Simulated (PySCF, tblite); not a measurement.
**C₉H₁₄Si: geometry, infrared bands and NMR shifts**

Wanted: the infrared bands and NMR shifts of C₉H₁₄Si (`C1=C(C2CC2)[C@H]2C[C@H](C2)[SiH2]1`), by calculation.

The runs use tblite 0.8.0 and PySCF 2.14.0, with density-fitted response routines of our own; the level of theory stands in each step. All values are computed, except where a source is named. Atoms are numbered from 0 throughout.

## Step 1: Starting geometry

24 atoms, charge 0, multiplicity 1; geometry from: force field or distance geometry start.

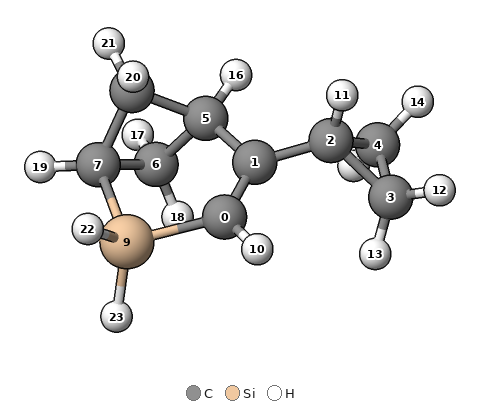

The starting geometry (carbon grey, silicon light orange, hydrogen white), atoms numbered; sticks join atoms by distance.

## Step 2: Optimising the geometry with GFN2-xTB

What the job is given:

```
{"job": {"kind": "relax", "xc": "GFN2-xTB", "basis": "xTB"}, "charge": 0, "multiplicity": 1}
C      0.188800    -0.736300    -1.245700
C     -0.343100     0.208700    -0.429600
C     -1.622700     0.867600    -0.636000
C     -2.862600     0.052100    -0.928700
C     -2.714000     0.730900     0.410600
C      0.456300     0.651200     0.797500
C      1.016400    -0.503400     1.691800
C      2.274000    -0.506200     0.767000
C      1.968100     0.999000     0.530500
Si     1.825200    -1.532500    -0.918900
H     -0.341900    -1.071500    -2.135300
H     -1.559300     1.825400    -1.145400
H     -3.590800     0.443400    -1.612300
H     -2.778600    -1.037300    -0.937700
H     -3.339900     1.605400     0.602600
H     -2.532900     0.113800     1.285900
H     -0.065800     1.431600     1.369200
H      1.240600    -0.199300     2.723500
H      0.418300    -1.419100     1.760600
H      3.239100    -0.792400     1.187400
H      2.205700     1.435800    -0.443800
H      2.402600     1.658300     1.295400
H      2.815000    -1.216600    -1.982000
H      1.689600    -2.989100    -0.643100
```

Started as:

```bash
> OMP_NUM_THREADS=1 python probes_run.py task.json out
```

The driver reads the jobs from task.json and runs them one after another.

The log of the run:

```text
step      E/eV     max force
  0    -763.61420    2.339
  1    -763.76077    1.184
  2    -763.83708    0.672
  3    -763.88077    0.423
  4    -763.90505    0.374
  5    -763.92416    0.311
  6    -763.93346    0.214
  7    -763.93979    0.189
  8    -763.94436    0.182
  9    -763.94945    0.190
 10    -763.95377    0.178
 11    -763.95705    0.132
 12    -763.95972    0.123
 13    -763.96267    0.111
 14    -763.96561    0.142
 15    -763.96771    0.111
 16    -763.96898    0.075
 17    -763.97000    0.073
 18    -763.97094    0.070
 19    -763.97166    0.049
 20    -763.97211    0.046
 21    -763.97239    0.037
 22    -763.97262    0.036
 23    -763.97284    0.029
 24    -763.97303    0.028
 25    -763.97319    0.033
 26    -763.97332    0.023
 27    -763.97341    0.018
 28    -763.97347    0.017
 29    -763.97353    0.018
 30    -763.97360    0.016
 31    -763.97365    0.015
 32    -763.97369    0.013
 33    -763.97372    0.013
 34    -763.97375    0.017
 35    -763.97380    0.018
 36    -763.97386    0.019
 37    -763.97397    0.026
 38    -763.97413    0.030
 39    -763.97435    0.034
 40    -763.97456    0.034
 41    -763.97476    0.030
 42    -763.97497    0.031
 43    -763.97523    0.037
 44    -763.97553    0.044
 45    -763.97583    0.045
 46    -763.97608    0.031
 47    -763.97629    0.033
 48    -763.97650    0.036
 49    -763.97672    0.031
 50    -763.97691    0.029
 51    -763.97709    0.027
 52    -763.97726    0.032
 53    -763.97743    0.036
 54    -763.97761    0.030
 55    -763.97779    0.026
 56    -763.97800    0.029
 57    -763.97824    0.037
 58    -763.97852    0.044
 59    -763.97871    0.054
 60    -763.97911    0.040
 61    -763.97948    0.043
 62    -763.98033    0.046
 63    -763.98062    0.047
 64    -763.98114    0.044
 65    -763.98153    0.062
 66    -763.98209    0.079
 67    -763.98259    0.094
 68    -763.98324    0.064
 69    -763.98384    0.040
 70    -763.98409    0.048
 71    -763.98440    0.041
 72    -763.98468    0.030
 73    -763.98491    0.031
 74    -763.98514    0.045
 75    -763.98537    0.041
 76    -763.98559    0.027
 77    -763.98573    0.026
 78    -763.98585    0.026
 79    -763.98596    0.032
 80    -763.98619    0.030
 81    -763.98645    0.035
 82    -763.98674    0.036
 83    -763.98697    0.038
 84    -763.98713    0.027
 85    -763.98722    0.022
 86    -763.98724    0.027
 87    -763.98733    0.016
 88    -763.98737    0.012
 89    -763.98742    0.012
 90    -763.98745    0.017
 91    -763.98750    0.020
 92    -763.98755    0.019
 93    -763.98761    0.015
 94    -763.98765    0.011
 95    -763.98768    0.011
 96    -763.98771    0.014
 97    -763.98775    0.015
 98    -763.98780    0.018
 99    -763.98785    0.020
100    -763.98790    0.014
101    -763.98796    0.017
102    -763.98805    0.023
103    -763.98813    0.025
104    -763.98825    0.032
105    -763.98838    0.031
106    -763.98823    0.070
107    -763.98858    0.021
108    -763.98867    0.018
109    -763.98852    0.122
110    -763.98898    0.017
111    -763.98915    0.021
112    -763.98298    0.333
113    -763.98932    0.021
114    -763.98947    0.024
115    -763.98461    0.322
116    -763.98979    0.021
117    -763.99002    0.024
118    -763.98466    0.317
119    -763.99031    0.022
120    -763.99051    0.026
121    -763.98856    0.218
122    -763.99084    0.028
123    -763.99104    0.035
124    -763.99040    0.169
125    -763.99141    0.043
126    -763.99161    0.050
127    -763.99147    0.161
128    -763.99226    0.059
129    -763.99258    0.059
130    -763.99261    0.207
131    -763.99432    0.036
132    -763.99499    0.042
133    -763.98985    0.336
134    -763.99591    0.038
135    -763.99653    0.046
136    -763.99196    0.355
137    -763.99776    0.055
138    -763.99860    0.062
139    -763.99330    0.403
140    -764.00023    0.066
141    -764.00124    0.071
142    -763.99655    0.421
143    -764.00353    0.068
144    -764.00471    0.071
145    -764.00512    0.289
146    -764.00793    0.084
147    -764.00899    0.081
148    -764.01163    0.120
149    -764.01275    0.062
150    -764.01377    0.049
151    -764.01479    0.047
152    -764.01570    0.066
153    -764.01634    0.074
154    -764.01698    0.065
155    -764.01759    0.054
156    -764.01792    0.058
157    -764.01857    0.035
158    -764.01879    0.039
159    -764.01898    0.035
160    -764.01915    0.035
161    -764.01931    0.023
162    -764.01948    0.028
163    -764.01964    0.031
164    -764.01990    0.030
165    -764.02020    0.031
166    -764.02044    0.032
167    -764.02065    0.032
168    -764.02091    0.030
169    -764.02121    0.032
170    -764.02150    0.038
171    -764.02172    0.035
172    -764.02189    0.024
173    -764.02202    0.023
174    -764.02213    0.020
175    -764.02222    0.021
176    -764.02233    0.023
177    -764.02248    0.026
178    -764.02264    0.025
179    -764.02280    0.023
180    -764.02295    0.022
181    -764.02309    0.023
182    -764.02325    0.023
183    -764.02341    0.022
184    -764.02356    0.029
185    -764.02370    0.029
186    -764.02383    0.022
187    -764.02393    0.018
188    -764.02397    0.012
189    -764.02400    0.009
```

Wall time 6.9 s (1 thread of Intel Xeon at 2.50GHz, shared host); peak memory 0.18 GiB.

Step by step: (not every step is listed)

| step | energy from step 0 (eV) | largest force (eV/Å) |
| --- | --- | --- |
| 0 | 0.0000 | 2.3386 |
| 1 | -0.1466 | 1.1841 |
| 2 | -0.2229 | 0.6724 |
| 3 | -0.2666 | 0.4231 |
| 4 | -0.2908 | 0.3742 |
| 5 | -0.3100 | 0.3111 |
| 6 | -0.3193 | 0.2138 |
| 7 | -0.3256 | 0.1894 |
| 8 | -0.3302 | 0.1823 |
| 25 | -0.3590 | 0.0333 |
| 42 | -0.3608 | 0.0310 |
| 59 | -0.3645 | 0.0539 |
| 76 | -0.3714 | 0.0272 |
| 93 | -0.3734 | 0.0153 |
| 110 | -0.3748 | 0.0171 |
| 127 | -0.3773 | 0.1608 |
| 144 | -0.3905 | 0.0713 |
| 161 | -0.4051 | 0.0231 |
| 178 | -0.4084 | 0.0251 |
| 184 | -0.4094 | 0.0291 |
| 185 | -0.4095 | 0.0287 |
| 186 | -0.4096 | 0.0216 |
| 187 | -0.4097 | 0.0181 |
| 188 | -0.4098 | 0.0118 |
| 189 | -0.4098 | 0.0088 |

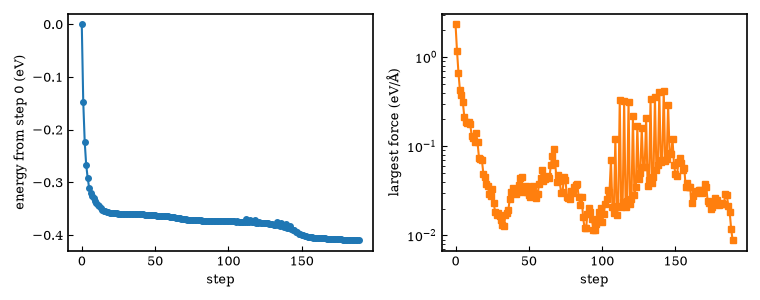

Energy and largest force along the relaxation.

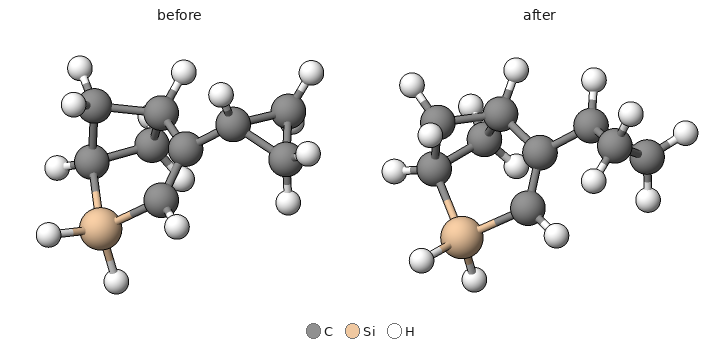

Before and after, at one scale.

Close pairs (by a distance rule), those that changed most:

| bond | before (Å) | after (Å) | change (Å) |
| --- | --- | --- | --- |
| C7–Si9 | 2.024 | 1.897 | -0.127 |
| C5–C8 | 1.574 | 1.540 | -0.034 |
| C1–C5 | 1.530 | 1.504 | -0.026 |
| C6–C7 | 1.561 | 1.536 | -0.025 |
| C1–C2 | 1.454 | 1.479 | +0.025 |
| C5–C6 | 1.564 | 1.540 | -0.024 |
| C0–Si9 | 1.849 | 1.872 | +0.023 |
| Si9–H23 | 1.489 | 1.468 | -0.021 |

The end geometry stands in the next job.

## Step 3: Infrared spectrum with GFN2-xTB

What the job is given:

```
{"job": {"kind": "ir", "xc": "GFN2-xTB", "basis": "xTB"}, "charge": 0, "multiplicity": 1}
C     -0.115190    -0.987544    -0.652664
C     -0.409275     0.144894    -0.000786
C     -1.735830     0.796995    -0.046171
C     -2.577853     0.761929    -1.297523
C     -3.000589    -0.023940    -0.104505
C      0.641441     0.820412     0.837215
C      1.357165    -0.173370     1.770619
C      2.358140    -0.418047     0.632167
C      1.975683     0.963486     0.081458
Si     1.602174    -1.720061    -0.521358
H     -0.874878    -1.470223    -1.251593
H     -1.796933     1.711489     0.532935
H     -3.134232     1.649839    -1.557828
H     -2.182989     0.229336    -2.149152
H     -3.851507     0.315309     0.466973
H     -2.896172    -1.097758    -0.135718
H      0.249874     1.725864     1.305515
H      1.806742     0.328997     2.627426
H      0.766650    -1.020071     2.119015
H      3.399612    -0.561771     0.916562
H      1.908887     1.078210    -1.000096
H      2.588621     1.766256     0.492251
H      2.303744    -1.754724    -1.810716
H      1.604980    -3.045744     0.109336
```

The log of the run:

```text
mode    cm-1     km/mol
  1      50.7      0.08
  2     106.5      0.20
  3     184.9      0.05
  4     195.7      0.48
  5     281.5      0.00
  6     320.5      1.38
  7     324.7      0.09
  8     352.5      0.64
  9     361.0     12.28
 10     512.9    100.46
 11     515.6      6.45
 12     543.2      0.02
 13     630.9    142.54
 14     634.8      1.47
 15     692.5     38.19
 16     764.2     83.70
 17     779.0    273.96
 18     807.2     12.20
 19     808.8     20.28
 20     833.1     53.02
 21     861.4      0.42
 22     868.8     37.17
 23     870.1      0.91
 24     944.9      3.19
 25     946.2      1.79
 26    1003.7      0.01
 27    1008.1      0.05
 28    1029.3      3.57
 29    1033.1      0.46
 30    1048.0     39.07
 31    1066.3      0.08
 32    1067.2      4.30
 33    1067.4     16.08
 34    1097.3      0.04
 35    1110.4      1.10
 36    1130.2      0.85
 37    1144.4     13.97
 38    1157.8      0.10
 39    1166.6      0.51
 40    1227.9      0.38
 41    1230.6      9.59
 42    1238.0      0.00
 43    1248.8      1.06
 44    1263.7      5.35
 45    1285.3      2.57
 46    1337.4      2.19
 47    1388.3     14.33
 48    1436.8      0.01
 49    1482.9      0.02
 50    1485.1      2.65
 51    1495.8      0.60
 52    1636.3     84.23
 53    2214.6    500.17
 54    2224.8    252.42
 55    2949.5     41.04
 56    2968.7     72.42
 57    2970.9      9.05
 58    2979.7     85.91
 59    2986.2    106.71
 60    2990.3     65.12
 61    3033.6     34.08
 62    3051.6     48.13
 63    3084.7     23.69
 64    3085.4     23.17
 65    3092.0     14.43
 66    3108.7     62.22
```

Run time: 4.4 s. Hardware: 1 thread of Intel Xeon at 2.50GHz, shared host; peak memory 0.18 GiB.

The strongest bands and the atoms that carry them (share of the mass-weighted mode):

| cm⁻¹ | km/mol | atoms |
| --- | --- | --- |
| 513 | 100.5 | H23 32 %, H22 31 %, Si9 21 % |
| 631 | 142.5 | H22 41 %, H23 41 % |
| 779 | 274.0 | H22 45 %, H23 45 % |
| 1636 | 84.2 | C1 56 %, C0 39 % |
| 2215 | 500.2 | H22 58 %, H23 38 % |
| 2225 | 252.4 | H23 59 %, H22 39 % |
| 2980 | 85.9 | H20 31 %, H18 30 %, H19 17 % |
| 2986 | 106.7 | H20 32 %, H21 28 %, H18 25 %, H17 10 % |

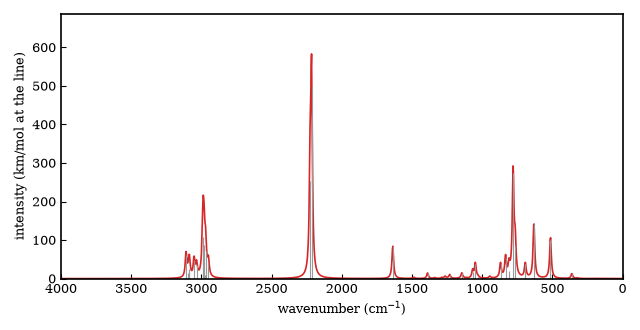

The infrared spectrum from these modes, unscaled. Lines are broadened to a width of 14 cm⁻¹ (Lorentzian).

## Step 4: Nuclear shieldings: PBE0/pcSseg-1

The job, as its differences from that of step 3:

```diff
@@ -1,2 +1,2 @@
-{"job": {"kind": "ir", "xc": "GFN2-xTB", "basis": "xTB"}, "charge": 0, "multiplicity": 1}
+{"job": {"kind": "nmr", "xc": "PBE0", "basis": "pcSseg-1"}, "charge": 0, "multiplicity": 1}
 C     -0.115190    -0.987544    -0.652664
```

With the program's defaults for keys left out, this is: GIAO PBE0/pcSseg-1 NMR shielding, non-relativistic, gas phase.

The log of the run:

```text
coarse grid: 20080 points
cycle   1  E = -640.0741443630  dE =  1.589e+00  |g| = 4.830e-01  |ddm| = 4.518e+00
cycle   2  E = -640.0467902804  dE =  2.735e-02  |g| = 5.934e-01  |ddm| = 1.113e+00
cycle   3  E = -640.1380101492  dE = -9.122e-02  |g| = 5.825e-02  |ddm| = 6.947e-01
cycle   4  E = -640.1385522634  dE = -5.421e-04  |g| = 3.230e-02  |ddm| = 9.809e-02
cycle   5  E = -640.1387961887  dE = -2.439e-04  |g| = 1.070e-02  |ddm| = 4.372e-02
cycle   6  E = -640.1388207907  dE = -2.460e-05  |g| = 4.168e-03  |ddm| = 1.376e-02
cycle   7  E = -640.1388250989  dE = -4.308e-06  |g| = 3.384e-04  |ddm| = 4.398e-03
final grid: 188008 points
cycle   8  E = -640.2017283112  dE = -6.381e-05  |g| = 1.030e-02  |ddm| = 5.868e-02
cycle   9  E = -640.2017106493  dE =  1.766e-05  |g| = 1.324e-02  |ddm| = 2.430e-02
cycle  10  E = -640.2017560302  dE = -4.538e-05  |g| = 1.302e-03  |ddm| = 1.498e-02
cycle  11  E = -640.2017563793  dE = -3.492e-07  |g| = 5.312e-04  |ddm| = 1.844e-03
cycle  12  E = -640.2017564473  dE = -6.802e-08  |g| = 1.123e-04  |ddm| = 5.854e-04
cycle  13  E = -640.2017564499  dE = -2.592e-09  |g| = 4.753e-05  |ddm| = 1.627e-04
cycle  14  E = -640.2017564505  dE = -5.737e-10  |g| = 3.053e-06  |ddm| = 5.390e-05
converged SCF energy = -640.2017564505

GIAO shielding tensors (ppm)
atom      isotropic    diamagn.    paramagn.     s11        s22        s33       span
  0 C       86.262     256.812    -170.549    -23.471     92.857    189.401    212.872
  1 C       -2.362     253.134    -255.495   -122.840    -28.497    144.253    267.094
  2 C      165.609     243.550     -77.941    134.683    141.485    220.659     85.976
  3 C      170.412     253.598     -83.186    137.209    171.893    202.134     64.925
  4 C      170.098     253.856     -83.758    136.412    171.805    202.079     65.667
  5 C      141.427     242.893    -101.466    136.172    137.478    150.632     14.459
  6 C      149.725     250.606    -100.881    131.167    155.005    163.004     31.837
  7 C      169.950     259.268     -89.318    147.842    179.462    182.546     34.704
  8 C      149.785     250.173    -100.388    131.381    154.972    163.002     31.621
  9 Si     393.717     879.979    -486.263    368.895    383.988    428.267     59.372
 10 H       27.033      33.529      -6.495     24.359     24.786     31.956      7.598
 11 H       30.630      32.625      -1.995     23.135     30.355     38.399     15.264
 12 H       30.804      29.853       0.951     24.989     26.394     41.029     16.040
 13 H       31.140      31.773      -0.634     25.740     29.648     38.031     12.290
 14 H       30.793      29.865       0.928     24.995     26.381     41.004     16.010
 15 H       31.157      31.772      -0.615     25.775     29.665     38.031     12.256
 16 H       29.110      33.838      -4.728     23.997     29.422     33.910      9.913
 17 H       29.026      32.043      -3.017     26.052     26.642     34.384      8.332
 18 H       29.958      31.364      -1.406     26.688     27.813     35.373      8.685
 19 H       29.912      31.815      -1.903     25.339     26.957     37.440     12.101
 20 H       29.947      31.329      -1.383     26.672     27.792     35.376      8.703
 21 H       29.020      32.009      -2.989     26.046     26.634     34.380      8.334
 22 H       27.180      28.668      -1.487     24.174     24.450     32.918      8.744
 23 H       27.184      28.673      -1.489     24.179     24.454     32.919      8.741
```

It took 2.8 min on 1 thread of Intel Xeon at 2.50GHz, shared host; peak memory 1.2 GiB.

The references, computed at this level on geometries of the same kind, shield at (ppm): 1H TMS 31.72, 13C TMS 186.9, 29Si TMS 349.2. Their shielding less the atom's gives the shift. The references are single molecules in the gas phase. Atoms listed in one row are averaged.

| atoms | environment | σ (ppm) | δ (ppm) | δ scaled to CDCl3 |
| --- | --- | --- | --- | --- |
| C1 | fully substituted alkene carbon | -2.4 | 189.3 | 182.8 |
| C0 | alkene CH | 86.3 | 100.7 | 96.3 |
| C5 | allylic sp3 CH | 141.4 | 45.5 | 42.5 |
| C6, C8 | sp3 CH2 in a ring | 149.8 | 37.2 | 34.4 |
| C2 | three-membered-ring carbon | 165.6 | 21.3 | 18.9 |
| C7 | sp3 CH bonded to Si | 169.9 | 17.0 | 14.7 |
| C3, C4 | three-membered-ring carbon | 170.3 | 16.7 | 14.4 |
| H10 | hydrogen on an alkene CH | 27.03 | 4.68 | 4.52 |
| H22, H23 | hydrogen on a silicon bonded to 2 C, in a 6-membered ring | 27.18 | 4.53 | – |
| H17, H21 | hydrogen on an sp3 CH2 in a ring | 29.02 | 2.69 | 2.65 |
| H16 | hydrogen on an allylic sp3 CH | 29.11 | 2.61 | 2.56 |
| H19 | hydrogen on an sp3 CH bonded to Si | 29.91 | 1.81 | 1.81 |
| H18, H20 | hydrogen on an sp3 CH2 in a ring | 29.95 | 1.76 | 1.77 |
| H11 | hydrogen on a three-membered-ring carbon | 30.63 | 1.09 | 1.13 |
| H12, H14 | hydrogen on a three-membered-ring carbon | 30.80 | 0.92 | 0.97 |
| H13, H15 | hydrogen on a three-membered-ring carbon | 31.15 | 0.57 | 0.64 |
| Si9 | silicon bonded to 2 C, 2 H, in a 6-membered ring | 393.7 | -44.6 | – |

The scaled column applies a straight-line fit of computed shieldings to shifts measured in CDCl3 (root-mean-square error 0.16 ppm for H, 1.9 ppm for C).

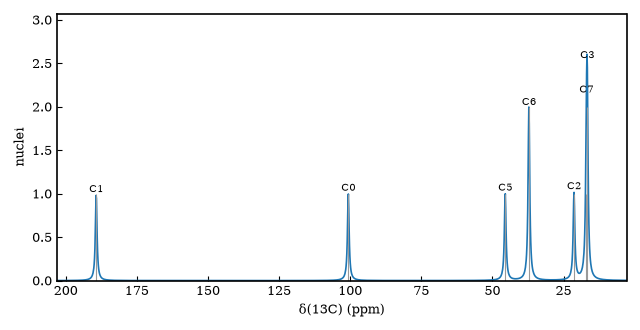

13C lines at the computed shifts, without couplings. Lines are broadened to a width of 0.69 ppm (Lorentzian).

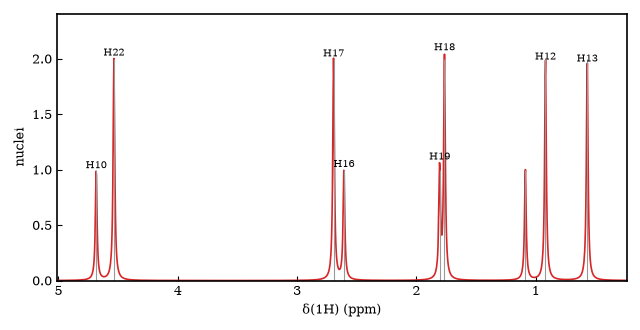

1H lines at the computed shifts, without couplings. Lines are broadened to a width of 0.02 ppm (Lorentzian).

The run also stored atomic charges by several schemes (e):

| atoms | Mulliken | IAO | Hirshfeld | ESP fit |
| --- | --- | --- | --- | --- |
| C0 | -0.36 | -0.49 | -0.17 | -0.30 |
| C1 | -0.08 | 0.05 | 0.03 | -0.06 |
| C2 | -0.22 | -0.14 | -0.04 | -0.13 |
| C3, C4 | -0.17 | -0.28 | -0.08 | -0.27 |
| C5 | -0.30 | -0.12 | -0.03 | 0.33 |
| C6, C8 | -0.06 | -0.25 | -0.07 | -0.43 |
| C7 | -0.52 | -0.38 | -0.12 | 0.09 |
| Si9 | 0.69 | 0.75 | 0.32 | 0.22 |

ESP fit charges:

C0 -0.30; C1 -0.06; C2 -0.13; C3 -0.28; C4 -0.27; C5 0.33; C6 -0.43; C7 0.09; C8 -0.43; Si9 0.22; H10 0.19; H11 0.15; H12 0.15; H13 0.12; H14 0.14; H15 0.12; H16 -0.01; H17 0.13; H18 0.12; H19 0.04; H20 0.12; H21 0.13; H22 -0.07; H23 -0.07

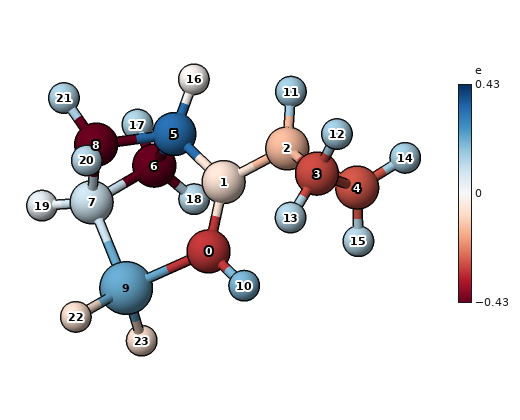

ESP fit charges, as colours on the atoms.

Mayer bond orders: C0–C1 1.88, C1–C2 1.03, C2–C3 0.94, C3–C4 0.98, C1–C5 0.95, C5–C6 0.97, C6–C7 0.97, C7–C8 0.97, C7–Si9 0.88, Si9–C0 0.90, C4–C2 0.93, C8–C5 0.97.

Ring of atoms C0, C1, C5, C6, C7, Si9: NICS(0) 0.9, NICS(1) -2.9, NICS(1)zz 0.8 ppm (means of both faces; NICS(1) differs between them: -4.2 and -1.6).

Ring of atoms C2, C3, C4: NICS(0) -43.8, NICS(1) -8.2, NICS(1)zz -23.8 ppm (means of both faces).

In rings of three or four atoms NICS is ruled by the nearby σ bonds, so it says little on aromaticity.

Ring of atoms C5, C6, C7, C8: NICS(0) -0.7, NICS(1) 0.1, NICS(1)zz 0.2 ppm (means of both faces).

## Step 5: What came out

```
                                                               quantity                                                     value
                              strongest single infrared mode (GFN2-xTB)                                     2215 cm⁻¹, 500 km/mol
                                           zero-point energy (GFN2-xTB)                                            125.5 kcal/mol
13C shifts against TMS (PBE0/pcSseg-1, means over atoms taken as alike)            189.3, 100.7, 45.5, 37.2, 21.3, 17.0, 16.7 ppm
 1H shifts against TMS (PBE0/pcSseg-1, means over atoms taken as alike)  4.68, 4.53, 2.69, 2.61, 1.81, 1.76, 1.09, 0.92, 0.57 ppm
                                29Si shifts against TMS (PBE0/pcSseg-1)                                                 -44.6 ppm
```

The optimisation took 189 steps and gained 0.410 eV; among the close pairs (by a distance rule), C7–Si9 changed most, from 2.024 to 1.897 Å. No mode is imaginary among the 66: a minimum at this level. The strongest single mode, at 2215 cm⁻¹, moves mainly H22 and H23. GFN2-xTB is a fitted tight-binding method: band positions and strengths are rough. Its intensities can rank the bands wrongly. The most deshielded hydrogen is H10 (hydrogen on an alkene CH), at 4.68 ppm: a vinylic proton, deshielded by the sp2 carbon and the C=C anisotropy. At PBE0/pcSseg-1: The largest span, 267 ppm, is at C1, where the paramagnetic term is -255 ppm.
